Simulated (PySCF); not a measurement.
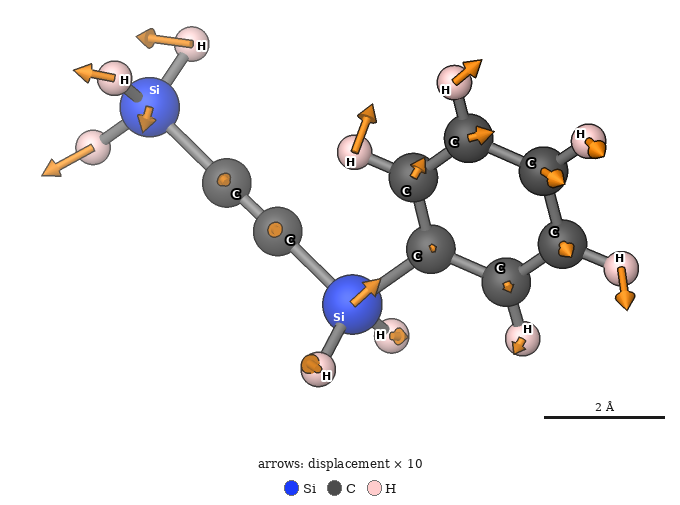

This is a relaxation of C8H10Si2. The starting structure is drawn; orange arrows show the displacements, 10 times their true length. The two geometries are superimposed by the best rigid fit.

Style: ball-and-stick. Shown at a tilt.

The start comes from GFN2-xTB. Its atoms were then displaced at random by about 0.01 Å.

All numbers below come from PBE0-D3(BJ)/def2-SVP geometry optimisation, gas phase (PySCF 2.14.0, density-fitted response routines). 

Q: Atoms of which element are displaced furthest, and by how much?

A: Hydrogen: up to 0.11 Å, against 0.07 Å for silicon.

Q: What did the optimiser do to the structure, and how much energy did it gain?

A: The energy falls by 0.222 eV in 5 geometry steps. The atom that moves furthest after the best rigid fit is an H atom (0.11 Å). By element the largest moves are H 0.11 Å, Si 0.07 Å, C 0.07 Å. Near-neighbour distances that change, for instance: H–Si 1.423 → 1.492 Å, C–Si 1.925 → 1.875 Å, C–Si 1.877 → 1.835 Å, H–Si 1.455 → 1.491 Å. Bond angles that change, for instance: C–Si–H 111.9° → 108.1°, H–Si–H 113.2° → 109.5°, H–Si–H 111.0° → 108.1°. The run took 2 min on 1 thread of Arm Neoverse V2, on a shared host.
